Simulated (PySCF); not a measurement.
**ErH3(NH3): structure and properties**

Task: relax ErH3(NH3), compute its harmonic modes and analyse its electrons. It is a constructed species; whether it can be made isn't addressed.

Computed with PySCF 2.14.0. Level: PBE0, Er lcecp-1-SVP with ECP57, H def2-SVP, N def2-SVP; scalar-relativistic core potentials, no spin–orbit coupling.

1 further run of the same task is left out (for a known fault of the program).

## Step 1: Where the work starts

8 atoms, charge 0, spin multiplicity 1.

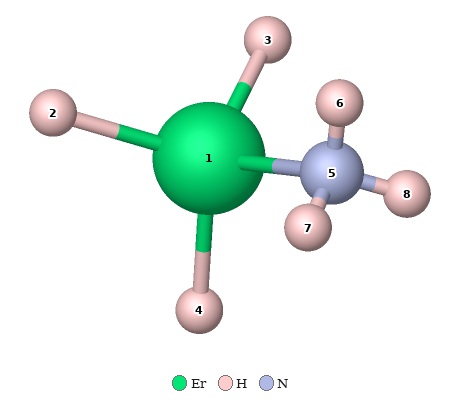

As it starts; erbium green, hydrogen pink, nitrogen light blue; atoms are numbered from 1 in the order of the file.

As a file:

| atom | x (Å) | y (Å) | z (Å) |
| --- | --- | --- | --- |
| Er1 | 0.00000 | 0.00000 | 0.00000 |
| H2 | 1.24850 | 1.24850 | 1.24850 |
| H3 | -1.24850 | -1.24850 | 1.24850 |
| H4 | 1.24850 | -1.24850 | -1.24850 |
| N5 | -1.43330 | 1.43330 | -1.43330 |
| H6 | -2.04640 | 2.04640 | -0.89620 |
| H7 | -0.89620 | 2.04640 | -2.04640 |
| H8 | -2.04640 | 0.89620 | -2.04640 |

Formal oxidation states: Er +3. Each metal's 11 4f electrons lie in its core potential, so multiplicities, spins and levels count the valence alone.

## Step 2: SCF at the start, singlet

run.py (the lines that set the calculation)

```python
mol = gto.M(atom='''
Er     0.00000     0.00000     0.00000
H      1.24850     1.24850     1.24850
H     -1.24850    -1.24850     1.24850
H      1.24850    -1.24850    -1.24850
N     -1.43330     1.43330    -1.43330
H     -2.04640     2.04640    -0.89620
H     -0.89620     2.04640    -2.04640
H     -2.04640     0.89620    -2.04640''',
    basis={'Er': 'lcecp-1-SVP', 'H': 'def2-SVP', 'N': 'def2-SVP'},
    ecp={'Er': 'lcecp-1-SVP'},
    charge=0, spin=0)
mf = dft.RKS(mol, xc='PBE0')
mf.grids.atom_grid = (50, 194)  # f atoms: unpruned, at least (60, 302)
mf = mf.density_fit()  # fitting sets: Er AutoAux, H def2-universal-JKFIT, N def2-universal-JKFIT
mf.conv_tol = 1e-08; mf.max_cycle = 55
mf.kernel(dm0)  # dm0: free metal ions and neutral atoms
```

Command:

```
> OMP_NUM_THREADS=2 python run.py
```

The log of the run:

```text
init E= -98.2540302404399
  HOMO = -0.165564305847845  LUMO = -0.0931903545927414  gap/eV = 1.96940
cycle= 1 E= -95.7498217139908  delta_E=  2.5  |g|=  1.5  |ddm|= 2.55
  HOMO = -0.19916243327925  LUMO = -0.17521888347616  gap/eV = 0.65154
cycle= 2 E= -87.8285322451492  delta_E= 7.92  |g|= 3.86  |ddm|= 8.26
  HOMO = -0.276968852460565  LUMO = -0.0744590880750127  gap/eV = 5.51057
cycle= 3 E= -96.3733748957271  delta_E= -8.54  |g|= 0.438  |ddm|= 8.02
  HOMO = -0.191593129712833  LUMO = -0.0466627145186322  gap/eV = 3.94376
cycle= 4 E= -96.418080521407  delta_E= -0.0447  |g|= 0.134  |ddm|= 0.722
  HOMO = -0.226463163322867  LUMO = -0.0371180873093608  gap/eV = 5.15234
cycle= 5 E= -96.4230552684967  delta_E= -0.00497  |g|= 0.0223  |ddm|= 0.214
  HOMO = -0.227865013790058  LUMO = -0.0338600673206692  gap/eV = 5.27914
cycle= 6 E= -96.4231996088691  delta_E= -0.000144  |g|= 0.00422  |ddm|= 0.0377
  HOMO = -0.227536123418884  LUMO = -0.0336953221083444  gap/eV = 5.27468
cycle= 7 E= -96.4232061140321  delta_E= -6.51e-06  |g|= 0.00115  |ddm|= 0.00971
  HOMO = -0.227445465201068  LUMO = -0.0335923346845552  gap/eV = 5.27501
cycle= 8 E= -96.4232066306466  delta_E= -5.17e-07  |g|= 0.000415  |ddm|= 0.00306
  HOMO = -0.227438829673507  LUMO = -0.0336309653462818  gap/eV = 5.27378
cycle= 9 E= -96.4232066925577  delta_E= -6.19e-08  |g|= 4.41e-05  |ddm|= 0.000695
  HOMO = -0.227441706556093  LUMO = -0.0336347221454552  gap/eV = 5.27376
cycle= 10 E= -96.4232066934923  delta_E= -9.35e-10  |g|= 7.7e-06  |ddm|= 0.000102
  HOMO = -0.227437635497869  LUMO = -0.0336349126711931  gap/eV = 5.27364
Extra cycle  E= -96.4232066935167  delta_E= -2.44e-11  |g|= 5.78e-06  |ddm|= 2.26e-05
converged SCF energy = -96.4232066935167
```

Run time: 9.5 s. Hardware: 2 threads of Intel Xeon at 2.50GHz (Skylake/Cascade Lake), shared host; peak memory 0.5 GiB.

It gives: E = -96.423207 Eh, HOMO -6.19 eV, LUMO -0.92 eV, Mulliken charge on Er1 +0.56 e. 

## Step 3: Relaxation, singlet

Steps are kept in the start's point group, C3v.

run.py (the lines that set the calculation)

```python
mol = gto.M(atom='''
Er     0.12819    -0.12819     0.12819
H      1.37669     1.12031     1.37669
H     -1.12031    -1.37669     1.37669
H      1.37669    -1.37669    -1.12031
N     -1.30511     1.30511    -1.30511
H     -1.91821     1.91821    -0.76801
H     -0.76801     1.91821    -1.91821
H     -1.91821     0.76801    -1.91821''',
    basis={'Er': 'lcecp-1-SVP', 'H': 'def2-SVP', 'N': 'def2-SVP'},
    ecp={'Er': 'lcecp-1-SVP'},
    charge=0, spin=0)
mf = dft.RKS(mol, xc='PBE0')
mf.grids.atom_grid = (50, 194)  # f atoms: unpruned, at least (60, 302)
mf = mf.density_fit()  # fitting sets: Er AutoAux, H def2-universal-JKFIT, N def2-universal-JKFIT
mf.conv_tol = 1e-08; mf.max_cycle = 55
mf.kernel(dm0)  # dm0: an SCF of this state at this start
# quasi-Newton relaxation in Cartesian coordinates to a largest gradient under 0.00045 Eh/bohr, steps kept in the point group
```

Command:

```
> OMP_NUM_THREADS=2 python run.py
```

The driver keeps no SCF log for this step, only its results.

Run time: 88 s. Hardware: 2 threads of Intel Xeon at 2.50GHz (Skylake/Cascade Lake), shared host.

The steps of the relaxation:

| step | energy from step 1 (eV) | largest force component (eV/Å) |
| --- | --- | --- |
| 1 | 0.0000 | 0.9883 |
| 2 | -0.1975 | 0.6584 |
| 3 | -0.3559 | 0.0834 |
| 4 | -0.3642 | 0.0819 |
| 5 | -0.3832 | 0.0587 |
| 6 | -0.3863 | 0.0687 |
| 7 | -0.3881 | 0.0679 |
| 8 | -0.3889 | 0.0468 |
| 9 | -0.3893 | 0.0205 |
| 10 | -0.3894 | 0.0053 |

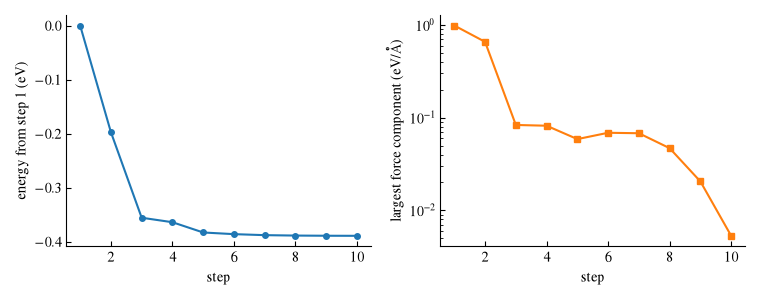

Energy and largest force along the relaxation.

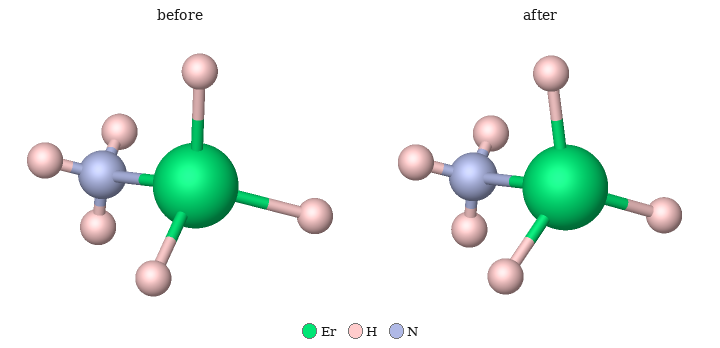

Before and after, at one scale.

Distances of close pairs at the start and the end, largest changes first:

| bond | before (Å) | after (Å) | change (Å) |
| --- | --- | --- | --- |
| Er1–H2 | 2.162 | 2.013 | -0.150 |
| Er1–H3 | 2.162 | 2.013 | -0.150 |
| Er1–H4 | 2.162 | 2.013 | -0.150 |
| Er1–N5 | 2.483 | 2.453 | -0.030 |
| N5–H6 | 1.020 | 1.023 | +0.003 |
| N5–H7 | 1.020 | 1.023 | +0.003 |
| N5–H8 | 1.020 | 1.023 | +0.003 |

It ends in C3v at E = -96.437516 Eh.

| atom | x (Å) | y (Å) | z (Å) |
| --- | --- | --- | --- |
| Er1 | 0.22541 | -0.22541 | 0.22541 |
| H2 | 1.16984 | 1.28019 | 1.16984 |
| H3 | -1.28019 | -1.16984 | 1.16984 |
| H4 | 1.16984 | -1.16984 | -1.28019 |
| N5 | -1.19069 | 1.19069 | -1.19069 |
| H6 | -1.80064 | 1.80064 | -0.64124 |
| H7 | -0.64124 | 1.80064 | -1.80064 |
| H8 | -1.80064 | 0.64124 | -1.80064 |

## Step 4: The relaxed geometry turned into its symmetry frame

run.py (the lines that set the calculation)

```python
mol = gto.M(atom='''
Er     0.13120    -0.13120     0.13120
H      1.07563     1.37439     1.07563
H     -1.37439    -1.07563     1.07563
H      1.07563    -1.07563    -1.37439
N     -1.28489     1.28489    -1.28489
H     -1.89484     1.89484    -0.73544
H     -0.73544     1.89484    -1.89484
H     -1.89484     0.73544    -1.89484''',
    basis={'Er': 'lcecp-1-SVP', 'H': 'def2-SVP', 'N': 'def2-SVP'},
    ecp={'Er': 'lcecp-1-SVP'},
    charge=0, spin=0)
mf = dft.RKS(mol, xc='PBE0')
mf.grids.atom_grid = (50, 194)  # f atoms: unpruned, at least (60, 302)
mf = mf.density_fit()  # fitting sets: Er AutoAux, H def2-universal-JKFIT, N def2-universal-JKFIT
mf.conv_tol = 1e-08; mf.max_cycle = 55
mf.kernel(dm0)  # dm0: free metal ions and neutral atoms
```

Command:

```
> OMP_NUM_THREADS=2 python run.py
```

The log of the run:

```text
init E= -98.2979141841201
  HOMO = -0.166253708713665  LUMO = -0.091669893772551  gap/eV = 2.02953
cycle= 1 E= -95.6970809591068  delta_E=  2.6  |g|= 1.56  |ddm|= 2.58
  HOMO = -0.19850270149038  LUMO = -0.181454480460594  gap/eV = 0.46391
cycle= 2 E= -87.8828402386033  delta_E= 7.81  |g|= 3.95  |ddm|=  8.2
  HOMO = -0.275517324905806  LUMO = -0.0584893284354548  gap/eV = 5.90563
cycle= 3 E= -96.3813158137561  delta_E= -8.5  |g|= 0.482  |ddm|= 7.89
  HOMO = -0.191426767208827  LUMO = -0.0262367880563801  gap/eV = 4.49505
cycle= 4 E= -96.4320425644064  delta_E= -0.0507  |g|= 0.13  |ddm|= 0.722
  HOMO = -0.231426802140551  LUMO = -0.0151006499623579  gap/eV = 5.88653
cycle= 5 E= -96.4372781841647  delta_E= -0.00524  |g|= 0.0266  |ddm|= 0.25
  HOMO = -0.231781214654784  LUMO = -0.00979548896976753  gap/eV = 6.04054
cycle= 6 E= -96.4375030303501  delta_E= -0.000225  |g|= 0.00555  |ddm|= 0.0555
  HOMO = -0.23146403705246  LUMO = -0.010617288655308  gap/eV = 6.00955
cycle= 7 E= -96.4375157071611  delta_E= -1.27e-05  |g|= 0.00102  |ddm|= 0.0134
  HOMO = -0.231342772817394  LUMO = -0.0103516828138153  gap/eV = 6.01347
cycle= 8 E= -96.4375160979998  delta_E= -3.91e-07  |g|= 0.000307  |ddm|= 0.00235
  HOMO = -0.231360137125636  LUMO = -0.0103828005737658  gap/eV = 6.01310
cycle= 9 E= -96.4375161260307  delta_E= -2.8e-08  |g|= 3.88e-05  |ddm|= 0.000403
  HOMO = -0.231363182100024  LUMO = -0.0103813005990474  gap/eV = 6.01322
cycle= 10 E= -96.4375161269386  delta_E= -9.08e-10  |g|= 7.69e-06  |ddm|= 0.000102
  HOMO = -0.23135931212947  LUMO = -0.0103786581310421  gap/eV = 6.01319
Extra cycle  E= -96.4375161269741  delta_E= -3.55e-11  |g|= 3.05e-06  |ddm|= 2.15e-05
converged SCF energy = -96.4375161269741
```

Wall time 4.4 s (2 threads of Intel Xeon at 2.50GHz (Skylake/Cascade Lake), shared host).

It gives: E = -96.437516 Eh, HOMO -6.30 eV, LUMO -0.28 eV, Mulliken charge on Er1 +0.54 e. 

## Step 5: Harmonic vibrations

Changes to run.py (the lines that set the calculation) since step 4:

```diff
@@ -15,3 +15,4 @@
 mf = mf.density_fit()  # fitting sets: Er AutoAux, H def2-universal-JKFIT, N def2-universal-JKFIT
-mf.conv_tol = 1e-08; mf.max_cycle = 55
-mf.kernel(dm0)  # dm0: free metal ions and neutral atoms
+mf.conv_tol = 1e-10; mf.max_cycle = 55
+mf.kernel(dm0)  # dm0: the density of the relaxed state
+# Hessian and dipole derivatives by central differences of gradients, 0.02 bohr
```

Command:

```
> OMP_NUM_THREADS=2 python run.py
```

No log is kept here; the results follow.

Wall time 2.1 min (2 threads of Intel Xeon at 2.50GHz (Skylake/Cascade Lake), shared host).

Point group C3v; negative numbers are unstable modes, and those under 60 cm⁻¹ are near the numerical noise:

| cm⁻¹ | km/mol | symmetry |
| --- | --- | --- |
| 50 | 0.0 | a2 |
| 141 | 2.7 | e |
| 141 | 2.7 | e |
| 233 | 522.8 | a1 |
| 338 | 363.1 | a1 |
| 528 | 5.9 | e |
| 528 | 5.9 | e |
| 559 | 152.1 | e |
| 559 | 152.1 | e |
| 1210 | 175.5 | a1 |
| 1402 | 922.4 | e |
| 1402 | 922.4 | e |
| 1472 | 29.8 | a1 |
| 1622 | 30.4 | e |
| 1622 | 30.4 | e |
| 3482 | 29.0 | a1 |
| 3605 | 50.7 | e |
| 3605 | 50.7 | e |

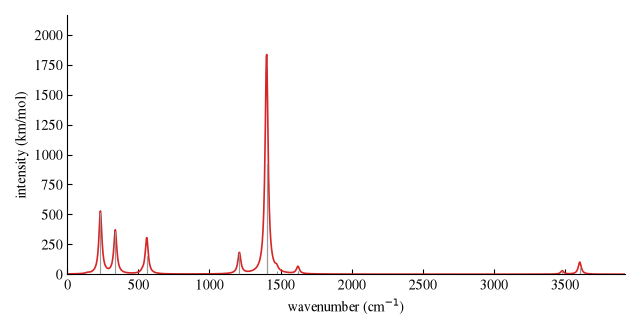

The infrared spectrum from the harmonic lines. Lines are broadened to a width of 25 cm⁻¹ (Lorentzian).

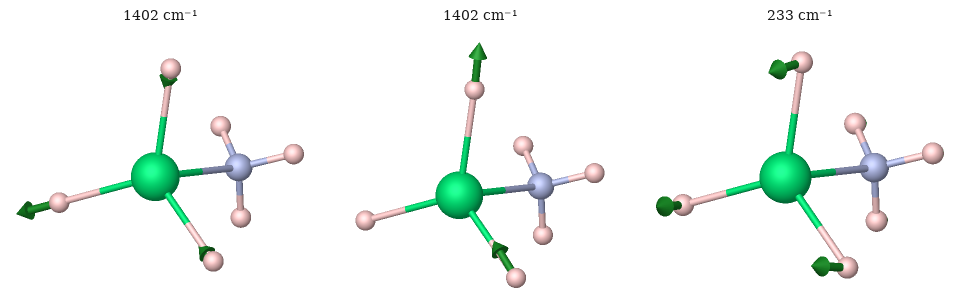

How the atoms move in 3 of the modes.

## Step 6: Properties on a finer grid

run.py (the lines that set the calculation)

```python
mol = gto.M(atom='''
Er     0.22541    -0.22541     0.22541
H      1.16984     1.28019     1.16984
H     -1.28019    -1.16984     1.16984
H      1.16984    -1.16984    -1.28019
N     -1.19069     1.19069    -1.19069
H     -1.80064     1.80064    -0.64124
H     -0.64124     1.80064    -1.80064
H     -1.80064     0.64124    -1.80064''',
    basis={'Er': 'lcecp-1-SVP', 'H': 'def2-SVP', 'N': 'def2-SVP'},
    ecp={'Er': 'lcecp-1-SVP'},
    charge=0, spin=0)
mf = dft.RKS(mol, xc='PBE0')
mf.grids.atom_grid = (75, 302)  # f atoms: unpruned, at least (60, 302)
mf = mf.density_fit()  # fitting sets: Er AutoAux, H def2-universal-JKFIT, N def2-universal-JKFIT
mf.conv_tol = 1e-09; mf.max_cycle = 55
mf.kernel(dm0)  # dm0: the density of the relaxed state
```

Command:

```
> OMP_NUM_THREADS=2 python run.py
```

The log of the run:

```text
init E= -96.4375148480581
  HOMO = -0.231360333985889  LUMO = -0.0103805377583068  gap/eV = 6.01317
cycle= 1 E= -96.4375148504663  delta_E= -2.41e-09  |g|= 8.69e-06  |ddm|= 0.00022
  HOMO = -0.231362409884088  LUMO = -0.010382530638574  gap/eV = 6.01317
cycle= 2 E= -96.4375148504955  delta_E= -2.92e-11  |g|= 3.77e-06  |ddm|= 1.9e-05
  HOMO = -0.231361786332147  LUMO = -0.010381610044806  gap/eV = 6.01318
Extra cycle  E= -96.4375148504964  delta_E= -9.38e-13  |g|= 3.91e-06  |ddm|= 9.2e-06
converged SCF energy = -96.4375148504964
```

It took 27 s on 2 threads of Intel Xeon at 2.50GHz (Skylake/Cascade Lake), shared host.

Read off: E = -96.437515 Eh, HOMO -6.30 eV, LUMO -0.28 eV, Mulliken charge on Er1 +0.54 e, largest force component 0.004 eV/Å. 

Löwdin charges:

| atom | value (e) |
| --- | --- |
| Er1 | 0.31 |
| H2 | -0.22 |
| H3 | -0.22 |
| H4 | -0.22 |
| N5 | -0.01 |
| H6 | 0.12 |
| H7 | 0.12 |
| H8 | 0.12 |

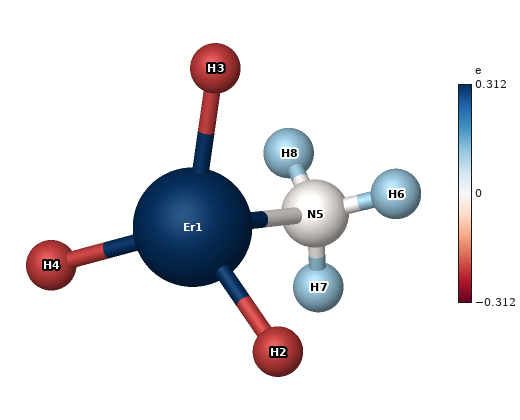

Löwdin charges, as colours on the atoms.

Mulliken charges: Er1 +0.54, H2 -0.25, H3 -0.25, H4 -0.25, N5 -0.31, H6 +0.18, H7 +0.18, H8 +0.18 e.

Contacts (the nearest donor of each ligand) and Mayer bond orders:

| contact | distance (Å) | bond order |
| --- | --- | --- |
| Er1–H2 (H) | 2.013 | 0.93 |
| Er1–H3 (H) | 2.013 | 0.93 |
| Er1–H4 (H) | 2.013 | 0.93 |
| Er1–N5 (NH3) | 2.453 | 0.38 |

Mulliken populations of Er1 outside the core potential: s 2.69, p 6.61, d 1.14, f 0.02.

The fields below are evaluated on a grid from the run's orbitals.

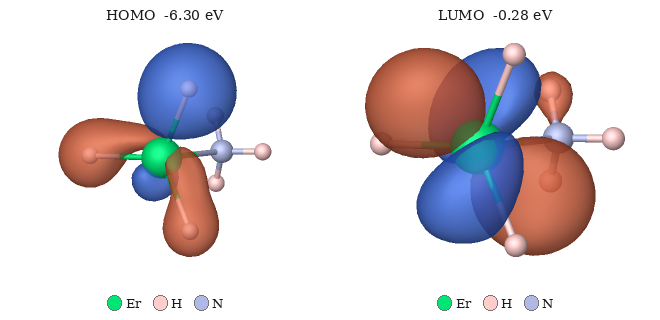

PBE0 orbitals near the gap, drawn at the value that encloses 70 % of each; the two colours are the two signs.

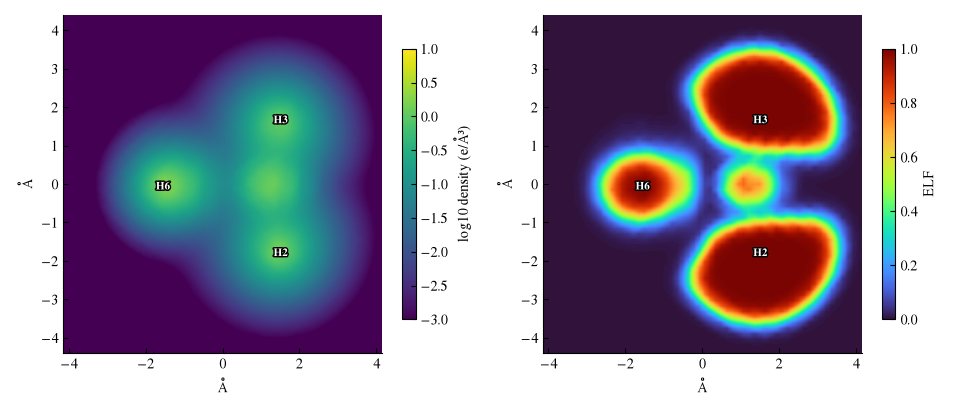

Density (left) and ELF (right) in a plane through or near 3 of the atoms.

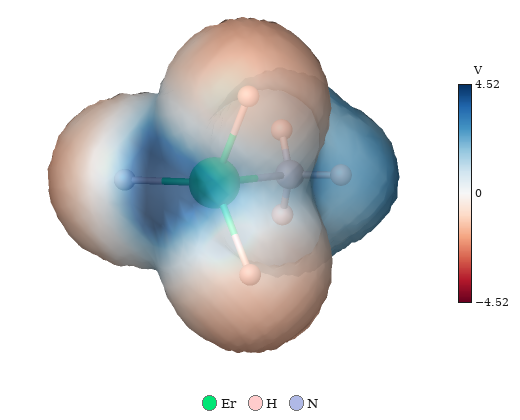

Electrostatic potential on the surface of density 0.002 e/bohr³; red is low, blue high. It runs, from the 1st to the 99th percentile, from -1.64 to 4.52 V.

## Step 7: What came out

```
                                              quantity                           value
                                 state and point group     singlet in the valence, C3v
                                                 modes  50 to 3605 cm⁻¹, none unstable
strongest infrared band (modes within 1.5 cm⁻¹ summed)         1402 cm⁻¹ (1845 km/mol)
                                     zero-point energy                        1.395 eV
                               ideal gas, 298 K, 1 bar  S = 341.2, Cp = 93.5 J/(mol K)
                                 metal–ligand contacts                  2.01 to 2.45 Å
                                       frontier levels    HOMO -6.30 eV, LUMO -0.28 eV
                                                dipole                          5.47 D
                                   mean polarisability                          8.5 Å³
```

**Reading.** All modes are real within the noise of the softest ones, so the structure is a minimum. The metal carries +0.31 e by Löwdin's partition against a formal +3, and bond orders to the nearest donors reach 0.93. Both measures hang on the basis. One start shape was tried, so another isomer may lie lower. The bases are small and lack diffuse functions. Spin–orbit coupling is left out.
